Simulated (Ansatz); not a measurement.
Be4ZnSe

The calculation's input:

```
crystal:
  lattice:
    - [3.1182124159, -1.7861646965, 0.0064617468]
    - [3.1182124159, 1.7861646965, 0.0064617468]
    - [-0.028694346, 0.0, 6.2459610713]
  atoms:
    - { symbol: Be, position: [0.3568273283, 0.3568273283, 0.7996391459] }
    - { symbol: Be, position: [0.7467022108, 0.7467022108, 0.5945992131] }
    - { symbol: Be, position: [0.7428896713, 0.7428896713, 0.2800834601] }
    - { symbol: Be, position: [0.4064954006, 0.4064954006, 0.4550748874] }
    - { symbol: Zn, position: [0.0763311704, 0.0763311704, 0.4267325026] }
    - { symbol: Se, position: [0.6835508354, 0.6835508354, 0.9438697411] }
basis:
  ecutwfc: 420
kpoints:
  mp_grid: { grid: [10, 10, 6] }
hamiltonian:
  xc: pbe
scf:
  occupations: { method: gaussian, width: 0.1 }
output:
  forces: true
  stress: true
  eigenvalues: true
  write_density: true
  write_potential: true
  elf: true
  volumetric_format: npy
relax:
  adjacent_minimum: "off"
  f_tol: 0.01
  max_steps: 30
  cell: { stress_tol: 0.1, fix: [volume] }
```

Command:

```sh
ansatz run input.yaml --threads 1 --pin off --max-ram 2560MiB --backend cpu --events-out ev --progress --plain --runs-dir out
```

Below, planes, directions and counts refer to the conventional cell (a = 6.24 Å, b = 3.58 Å, c = 6.23 Å, α = 90.00°, β = 90.33°, γ = 90.00°).

The fields are those of the relaxed geometry.

Space group Cm; a structure from a database of computed crystals, not necessarily the ambient phase; a generated structure, not necessarily the stable one; changed on purpose from its base cell (volume × 0.88, shape and atoms relaxed); computed pressure about 13 GPa in this cell.

Computed with DFT PBE, scalar-relativistic, plane waves, PAW in Ansatz 0.2.0.

Question: Predict the valence pseudo-density and electron localisation function between the atoms.

Answer: Be–Zn (2.07 Å): the density is about 0.47 e/Å³ at the midpoint; the ELF is about 0.40 at the midpoint.
Be–Se (2.13 Å): the density is about 0.65 e/Å³ at the midpoint; the ELF peaks at about 0.85 between the atoms.
Be–Se (2.23 Å): ρ at the midpoint is about 0.58 e/Å³; the ELF peaks at about 0.90 between the atoms.

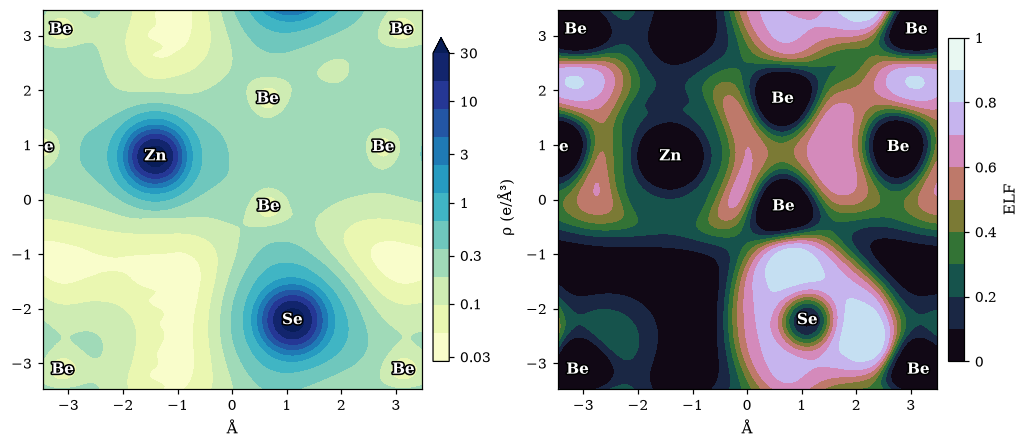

Computed valence pseudo-density and electron localisation function on the (010) plane of the conventional cell, in this order. 

Core electrons are frozen (PAW), and the valence fields are smoothed inside the atomic spheres.
